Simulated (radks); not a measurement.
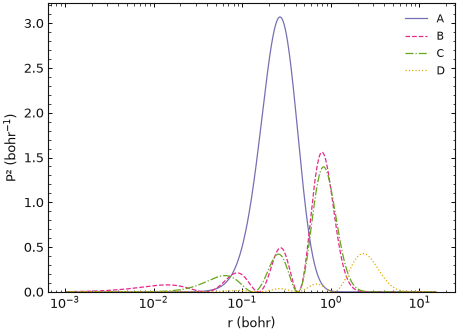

**Figure 1.** The radial probability densities P² (large components) of 3d5/2, 4s, 4p1/2 and 5s. A is 3d5/2; B is 4s; C is 4p1/2; D is 5s. 3d5/2: outer maximum at 0.267 bohr, ⟨r⟩ = 0.336 bohr, 0 nodes, eigenvalue −390.8 eV; 4s: outer maximum at 0.795 bohr, ⟨r⟩ = 0.879 bohr, 3 nodes, eigenvalue −105.8 eV; 4p1/2: outer maximum at 0.827 bohr, ⟨r⟩ = 0.938 bohr, 2 nodes, eigenvalue −71.0 eV; 5s: outer maximum at 2.32 bohr, ⟨r⟩ = 2.87 bohr, 4 nodes, eigenvalue −5.96 eV.

**Cd: atomic calculation**

- system: the neutral cadmium atom in the configuration [Kr] 4d10 5s2.
- method: Dirac Kohn-Sham, LDA (Slater exchange, Perdew-Zunger correlation), spin-unpolarised, spherical densities, finite nucleus (the in-house radial solver radks)

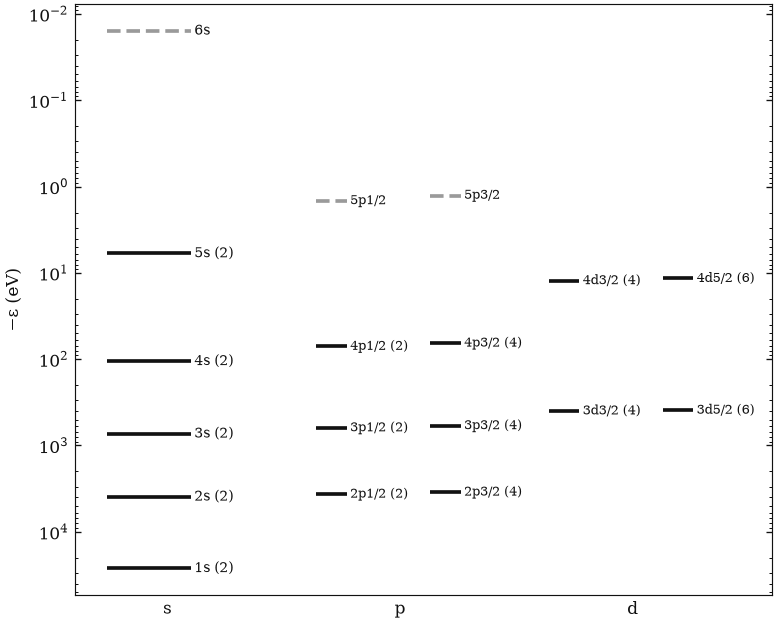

**Figure 2.** The occupied levels and a few empty ones, on a logarithmic scale of binding energy, are drawn by angular momentum (occupations in brackets, the lower j at the left of each column, empty levels dashed). The highest occupied level is 5s at −5.96 eV. The highest 3 occupied levels, from the top down, are 5s (−5.96 eV), 4d5/2 (−11.6 eV), 4d3/2 (−12.3 eV). The lowest empty level drawn is 5p1/2 at −1.47 eV. Spin-orbit splittings: 5p 0.196 eV, 4d 0.702 eV, 4p 5.90 eV, 3d 6.98 eV. The measured ionisation energy (NIST) is 8.99 eV; minus the highest level, 5.96 eV, lies 34 % below it, as is usual for a semilocal functional, whose potential decays too fast.

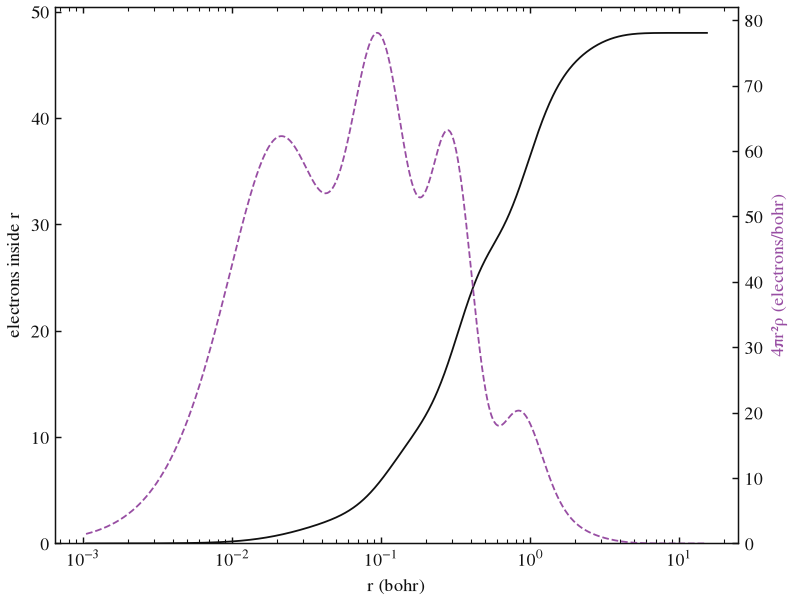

**Figure 3.** The number of electrons inside radius r (solid) and the radial density 4πr²ρ (dashed). The count levels off at 48 electrons. Half of them lie within 0.413 bohr, 90 % within 1.57 bohr and 99 % within 3.63 bohr. The radial density has minima at 0.0424, 0.183 and 0.619 bohr, where the count stands at 2.0, 11.2 and 29.0; these part the shells that the density resolves.

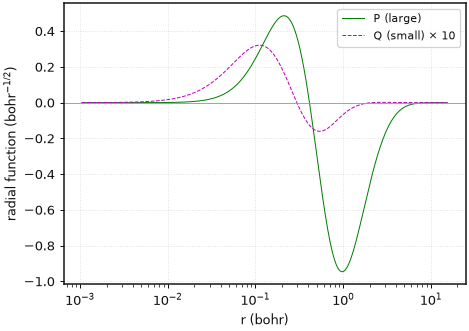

**Figure 4.** The large and small radial components of the 4d3/2 spinor. The spinor has κ = 2: the large component has l = 2 and 1 radial node (r = 0.413 bohr), the small one has l = 1. The small component carries 0.024 % of the norm; ⟨r⟩ = 1.28 bohr and the eigenvalue is −12.3 eV.

These pictures come from the run below.

## The input
```
Z 48
configuration [Kr] 4d10 5s2 5p0 6s0 4f0 5d0
relativity Dirac
functional lda,pz
spin unpolarised
j_filling energy
nucleus finite rms 4.6087 fm
c 137.035999084
```

Energies in input and log are in hartree, lengths in bohr (the nuclear radius in fm).

## The program's output
```
1s1/2   1   2.0000        -972.96908398
2s1/2   1   2.0000        -144.44645040
2p1/2   1   2.0000        -134.55617131
2p3/2   1   4.0000        -127.49390931
3s1/2   1   2.0000         -26.90528398
3p1/2   1   2.0000         -22.93543450
3p3/2   1   4.0000         -21.67418769
3d3/2   1   4.0000         -14.61930270
3d5/2   1   6.0000         -14.36271284
4s1/2   1   2.0000          -3.88698943
4p1/2   1   2.0000          -2.61019867
4p3/2   1   4.0000          -2.39329129
4d3/2   1   4.0000          -0.45271665
4d5/2   1   6.0000          -0.42690983
5s1/2   1   2.0000          -0.21906949
5p1/2   1   0.0000          -0.05394896
5p3/2   1   0.0000          -0.04673771
6s1/2   1   0.0000          -0.00057872
4f5/2   1   0.0000           0.00027128
4f7/2   1   0.0000           0.00027128
5d3/2   1   0.0000           0.00018454
5d5/2   1   0.0000           0.00018454
Etot -5590.862630254992
Ekin 5860.838147396196
Encl -13569.431802109277
Eh 2267.298453109308
Exc -149.5674286512198
err 1.5170777446702778e-10
it 16
```

## Key numbers

- outcome: converged
- total energy: −5590.8626 hartree
- kinetic energy: 5860.8381 hartree
- electron–nucleus energy: −13569.4318 hartree
- Hartree energy: 2267.2985 hartree
- exchange–correlation energy: −149.567429 hartree
- radius at density 0.001 e/bohr³: 4.37 bohr
- SCF iterations: 16
- hardware: 1 CPU thread, shared host
